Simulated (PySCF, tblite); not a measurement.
# C₇H₄F₂O: dynamics, then NMR shifts on frames, part 2 of 2

tblite 0.8.0 and PySCF 2.14.0. Atoms count from 0.

## (6) Nuclear shieldings: 800 fs, PBE0/pcSseg-1

What the job is given:

```
{"job": {"kind": "nmr", "xc": "PBE0", "basis": "pcSseg-1", "pop": false}, "charge": 0, "multiplicity": 1}
C      2.541400    -2.573200     2.769000
C      2.056100    -1.815200     1.986600
C      1.547700    -1.032800     1.049000
C      0.952400    -0.278200     0.341100
C      0.272100     0.463900    -0.609100
C     -0.963000     1.022600    -0.536300
O     -1.837500     1.032600     0.518300
C     -1.508100     0.517400     1.769500
F     -2.658900     0.392200     2.541100
F     -0.776000     1.469800     2.446400
H      3.018100    -3.288500     3.329100
H      0.796300     0.486700    -1.529600
H     -1.435400     1.467600    -1.433700
H     -1.021800    -0.407600     1.888000
```

With the program's defaults for keys left out, this is: GIAO PBE0/pcSseg-1 NMR shielding, non-relativistic, gas phase.

What it wrote:

```text
coarse grid: 13344 points
cycle   1  E = -542.9993820036  dE =  1.874e+00  |g| = 9.073e-01  |ddm| = 3.858e+00
cycle   2  E = -542.8266998138  dE =  1.727e-01  |g| = 1.356e+00  |ddm| = 1.457e+00
cycle   3  E = -543.1479568740  dE = -3.213e-01  |g| = 1.767e-01  |ddm| = 9.155e-01
cycle   4  E = -543.1525801373  dE = -4.623e-03  |g| = 1.120e-01  |ddm| = 2.164e-01
cycle   5  E = -543.1556741005  dE = -3.094e-03  |g| = 2.633e-02  |ddm| = 9.919e-02
cycle   6  E = -543.1558124060  dE = -1.383e-04  |g| = 1.113e-02  |ddm| = 2.788e-02
cycle   7  E = -543.1558388458  dE = -2.644e-05  |g| = 3.049e-03  |ddm| = 1.038e-02
cycle   8  E = -543.1558410410  dE = -2.195e-06  |g| = 1.023e-03  |ddm| = 3.344e-03
final grid: 134360 points
cycle   9  E = -543.2433750038  dE = -4.857e-05  |g| = 1.101e-02  |ddm| = 9.304e-02
cycle  10  E = -543.2433445988  dE =  3.040e-05  |g| = 1.700e-02  |ddm| = 1.887e-02
cycle  11  E = -543.2433961988  dE = -5.160e-05  |g| = 2.551e-03  |ddm| = 1.192e-02
cycle  12  E = -543.2433977067  dE = -1.508e-06  |g| = 8.449e-04  |ddm| = 2.495e-03
cycle  13  E = -543.2433978823  dE = -1.756e-07  |g| = 2.356e-04  |ddm| = 8.075e-04
cycle  14  E = -543.2433978938  dE = -1.145e-08  |g| = 1.127e-04  |ddm| = 2.598e-04
cycle  15  E = -543.2433978967  dE = -2.925e-09  |g| = 2.256e-05  |ddm| = 1.053e-04
cycle  16  E = -543.2433978968  dE = -9.254e-11  |g| = 1.430e-05  |ddm| = 2.912e-05
converged SCF energy = -543.2433978968

GIAO shielding tensors (ppm)
atom      isotropic    diamagn.    paramagn.     s11        s22        s33       span
  0 C      102.322     261.561    -159.239     32.993     37.232    236.740    203.747
  1 C      113.801     246.590    -132.789     22.415     24.460    294.529    272.115
  2 C       96.741     251.594    -154.853     30.211     50.676    209.337    179.126
  3 C      114.152     255.106    -140.954     14.282     19.564    308.611    294.329
  4 C       94.086     260.517    -166.431      4.293    115.429    162.535    158.242
  5 C       23.315     250.297    -226.982    -92.090     58.310    103.726    195.816
  6 O      122.653     393.662    -271.009     70.204     88.364    209.392    139.188
  7 C       56.499     241.311    -184.812     37.983     60.863     70.653     32.670
  8 F      251.344     466.936    -215.593    134.070    268.313    351.647    217.577
  9 F      245.125     471.427    -226.302    152.931    243.163    339.280    186.349
 10 H       30.197      34.638      -4.441     25.357     25.659     39.574     14.217
 11 H       26.781      31.963      -5.182     22.887     27.499     29.957      7.070
 12 H       24.446      28.071      -3.625     21.417     25.184     26.736      5.319
 13 H       24.175      29.624      -5.448     19.676     23.214     29.636      9.960
```

Run time: 34 s. Hardware: 1 thread, shared host.

This run: δ C5 163.6, C7 130.4, C4 92.8, C2 90.2, H13 7.54, H12 7.27 ppm.

## (7) NMR shieldings: 1000 fs, PBE0/pcSseg-1

What the job is given:

```
{"job": {"kind": "nmr", "xc": "PBE0", "basis": "pcSseg-1", "pop": false}, "charge": 0, "multiplicity": 1}
C      2.828100    -2.406500     2.912400
C      2.189100    -1.894900     2.060000
C      1.564400    -1.139300     1.129200
C      0.923400    -0.518600     0.308400
C      0.075500     0.196100    -0.558300
C     -1.158800     0.738000    -0.311200
O     -1.931700     0.936700     0.799100
C     -1.481300     0.837800     2.137800
F     -2.472000     0.241400     2.803800
F     -1.292100     2.062300     2.495300
H      3.353500    -2.897500     3.709600
H      0.530300     0.367500    -1.495500
H     -1.560300     1.312200    -1.126200
H     -0.524700     0.318500     2.296600
```

Level: GIAO PBE0/pcSseg-1 NMR shielding, non-relativistic, gas phase.

What it wrote:

```text
coarse grid: 13344 points
cycle   1  E = -543.0208115159  dE =  1.912e+00  |g| = 8.670e-01  |ddm| = 3.860e+00
cycle   2  E = -542.9182528896  dE =  1.026e-01  |g| = 1.177e+00  |ddm| = 1.299e+00
cycle   3  E = -543.1528514079  dE = -2.346e-01  |g| = 1.498e-01  |ddm| = 7.512e-01
cycle   4  E = -543.1557349427  dE = -2.884e-03  |g| = 1.043e-01  |ddm| = 1.872e-01
cycle   5  E = -543.1584683314  dE = -2.733e-03  |g| = 2.177e-02  |ddm| = 8.891e-02
cycle   6  E = -543.1585716835  dE = -1.034e-04  |g| = 7.041e-03  |ddm| = 2.372e-02
cycle   7  E = -543.1585816255  dE = -9.942e-06  |g| = 2.747e-03  |ddm| = 7.511e-03
final grid: 134360 points
cycle   8  E = -543.2439602772  dE = -3.804e-05  |g| = 9.852e-03  |ddm| = 9.052e-02
cycle   9  E = -543.2439322766  dE =  2.800e-05  |g| = 1.521e-02  |ddm| = 1.660e-02
cycle  10  E = -543.2439782662  dE = -4.599e-05  |g| = 2.305e-03  |ddm| = 1.121e-02
cycle  11  E = -543.2439795821  dE = -1.316e-06  |g| = 6.833e-04  |ddm| = 2.149e-03
cycle  12  E = -543.2439796869  dE = -1.048e-07  |g| = 1.370e-04  |ddm| = 6.002e-04
cycle  13  E = -543.2439796899  dE = -2.969e-09  |g| = 6.710e-05  |ddm| = 1.447e-04
cycle  14  E = -543.2439796906  dE = -7.497e-10  |g| = 2.228e-05  |ddm| = 5.937e-05
converged SCF energy = -543.2439796906

GIAO shielding tensors (ppm)
atom      isotropic    diamagn.    paramagn.     s11        s22        s33       span
  0 C      104.211     262.405    -158.194     33.867     37.679    241.087    207.220
  1 C      115.614     251.527    -135.914     26.428     27.046    293.367    266.938
  2 C       95.487     249.496    -154.009     30.317     49.008    207.135    176.818
  3 C      111.009     254.879    -143.870      6.741     20.371    305.915    299.174
  4 C       94.546     264.233    -169.687      4.644    118.879    160.115    155.472
  5 C       19.979     249.591    -229.612   -100.540     52.569    107.908    208.448
  6 O      108.450     395.874    -287.424     25.059     78.319    221.972    196.914
  7 C       68.047     249.009    -180.962     50.832     74.079     79.230     28.398
  8 F      275.185     467.423    -192.238    194.982    289.593    340.979    145.998
  9 F      275.995     468.601    -192.607    207.394    305.338    315.253    107.859
 10 H       28.996      32.531      -3.535     24.373     24.492     38.122     13.749
 11 H       27.043      32.102      -5.060     23.367     27.325     30.436      7.069
 12 H       25.107      29.655      -4.548     21.598     25.126     28.597      6.999
 13 H       23.856      29.666      -5.810     19.727     21.226     30.616     10.889
```

Wall time 31 s (1 thread, shared host).

This run: δ C5 166.9, C7 118.9, C4 92.4, C2 91.4, H13 7.86, H12 6.61 ppm.

## (8) Side by side: NMR shifts

Shifts (ppm) of some atoms, chosen among heavy atoms and hydrogens apart, with basis size and wall time:

```tsv
frame	C5	C7	H11	H10	O6	F9	F8	functions	time
250 fs	158.1	134.8	5.91	1.64	199.2	-58.2	-63.4	190	42 s
425 fs	156.1	129.7	5.90	2.15	200.4	-65.6	-101.2	190	33 s
625 fs	167.7	128.9	4.61	2.86	227.5	-75.0	-97.7	190	34 s
800 fs	163.6	130.4	4.94	1.52	213.4	-74.2	-80.4	190	34 s
1000 fs	166.9	118.9	4.67	2.72	227.6	-105.0	-104.2	190	31 s
```

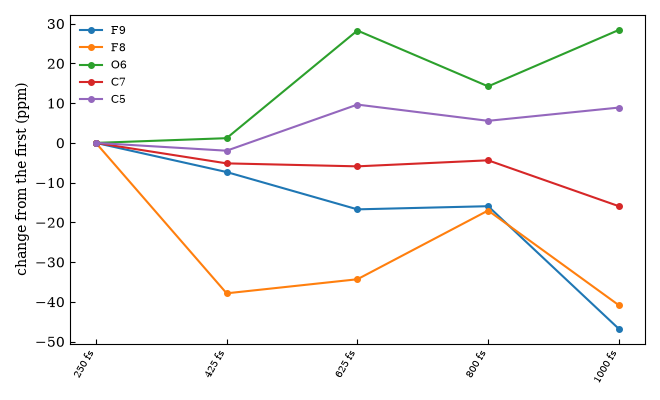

How five of the tabulated atoms move from run to run.

## (9) Results

What follows sums up all 2 parts.

| quantity | value |
| --- | --- |
| thermostat | 300 K |
| mean temperature, second half | 284 K |
| mean potential energy above the minimum | 0.46 eV |
| ¹³C shifts against TMS (PBE0/pcSseg-1, 250 fs) | 158.1, 134.8, 101.7, 91.1, 84.6, 75.1, 73.9 ppm |
| ¹H shifts against TMS (PBE0/pcSseg-1, 250 fs) | 7.87, 7.07, 5.91, 1.64 ppm |
| ¹⁷O shifts against H2O (PBE0/pcSseg-1, 250 fs) | 199.2 ppm |
| ¹⁹F shifts against CFCl3 (PBE0/pcSseg-1, 250 fs) | -58.2, -63.4 ppm |
| surface potential, 1st and 99th percentile | -0.99 V and 1.70 V |
| range of the shift of F9 | -105.0 to -58.2 ppm |

In words: In the second half the potential energy averages 0.46 eV above the minimum; equipartition over 36 harmonic modes at 300 K would give 0.47 eV. With 14 atoms the temperature swings widely (136 to 480 K). Shifts at one fixed geometry are not the observed spectrum, which averages over the motion. In the first frame run (250 fs): Shielding is most anisotropic at C3 (span 289 ppm, paramagnetic term -142 ppm). At PBE0/pcSseg-1, counted by nearest atom on the grid, the HOMO lies on C0, C2, C5 about 17 % each; C3 15 %, the LUMO on C5 23 %; C0, C2, C3 about 14 % each. Across the 5 runs the shift of F9 moves most, between -105.0 (1000 fs) and -58.2 ppm (250 fs).
